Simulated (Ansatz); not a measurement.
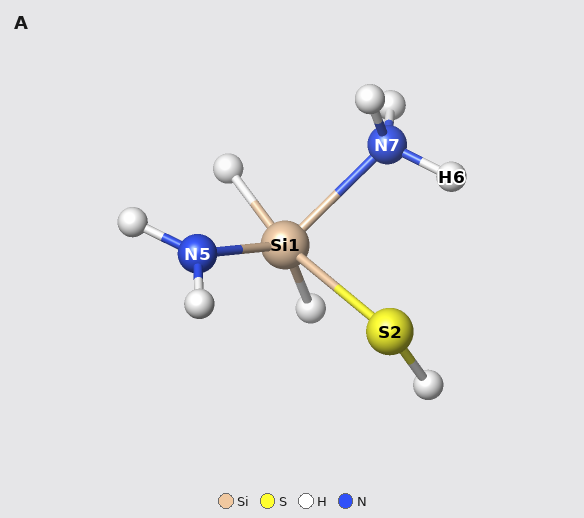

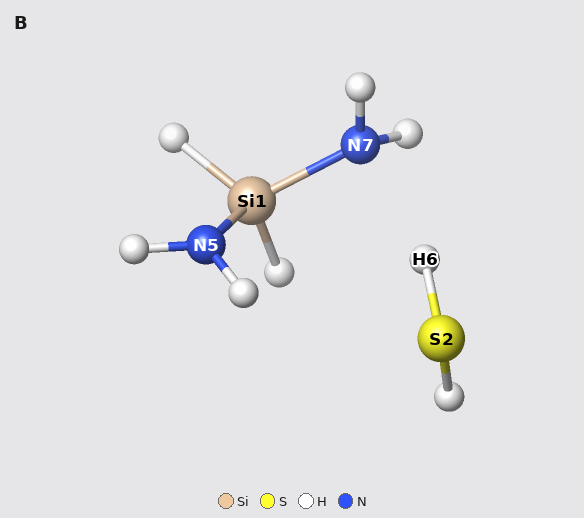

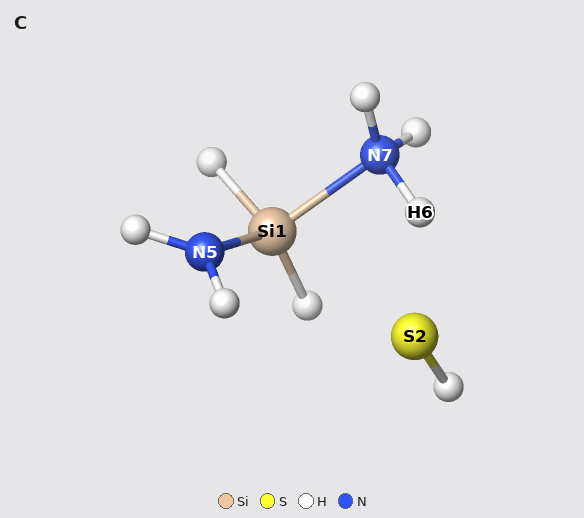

Three stationary points along one reaction path, in mixed order. Sticks follow a distance rule, so a partial bond may show as a full stick or not at all. The species is neutral and a spin singlet. Geometries: PBE0-D4/def2-TZVP; all other levels are single points on them, and energies count from the start as drawn. Program: Ansatz 0.2.0. In CBS estimates cores are frozen, and CCSD(T) − MP2 is taken in the smaller basis.

> Which panel shows the transition state?

C.

> Which bonds form and which break from A to B?

Formed: S2–H6; broken: Si1–S2, H6–N7. At the saddle point S2···H6 is 1.89 Å, Si1···S2 is 2.97 Å, H6···N7 is 1.12 Å.

Give the electronic barrier and the reaction energy from A to B in kJ/mol (no zero-point energy) with CCSD(T)/CBS (MP2 limit from def2-TZVPP and def2-QZVPP plus CCSD(T) − MP2); ωB97M-V/def2-SVP; SPW92 (LDA)/def2-SVP; RHF-MP2 (frozen core)/def2-QZVPP; PBE-D4/STO-3G.

```tsv
level	barrier	reaction energy
CCSD(T)/CBS (MP2 limit from def2-TZVPP and def2-QZVPP plus CCSD(T) − MP2)	23.8	−52.0
ωB97M-V/def2-SVP	17.6	−50.3
SPW92 (LDA)/def2-SVP	4.9	−24.0
RHF-MP2 (frozen core)/def2-QZVPP	23.0	−48.7
PBE-D4/STO-3G	21.1	−86.5
```
